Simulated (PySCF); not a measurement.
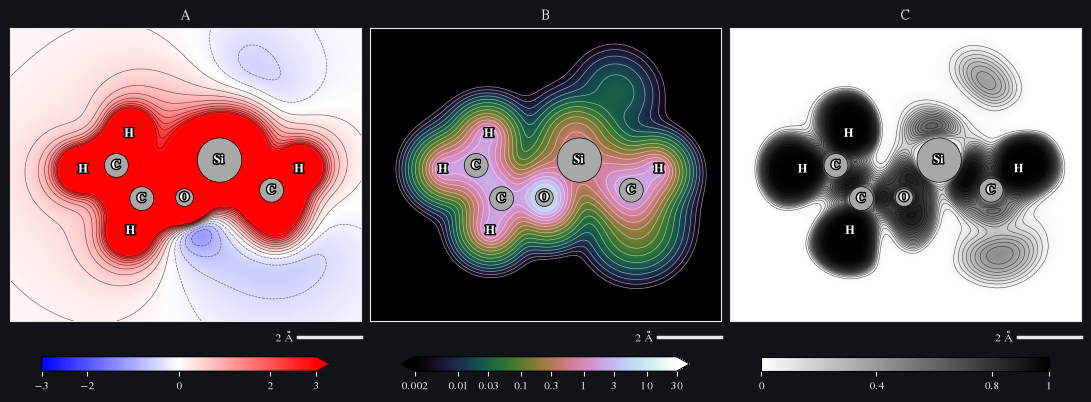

C4H8Cl2OSi: 3 fields on the plane of atoms H9, C1 and H10, with unlabelled colour scales. Grey discs cover the atomic cores.

Geometry: GFN2-xTB.

All numbers below come from PySCF, PBE0/pcSseg-1, SCF density, gas phase, non-relativistic.

Which field does each panel show? The fields are: electron density, electron localisation function and electrostatic potential.

Answer. Panel A: electrostatic potential (strongly positive close to the atoms, with negative regions outside electron-rich atoms). Panel B: electron density. Panel C: electron localisation function. From the grid: C–C (1.32 Å): ρ is about 2.4 e/Å³ halfway; the ELF peaks at about 0.90 between the atoms: a multiple bond. C–O (1.35 Å): ρ is about 2.3 e/Å³ halfway, with its minimum of 1.9 e/Å³ about 0.5 Å from C; the ELF peaks at about 0.90 between the atoms: a shared but strongly polarised pair.
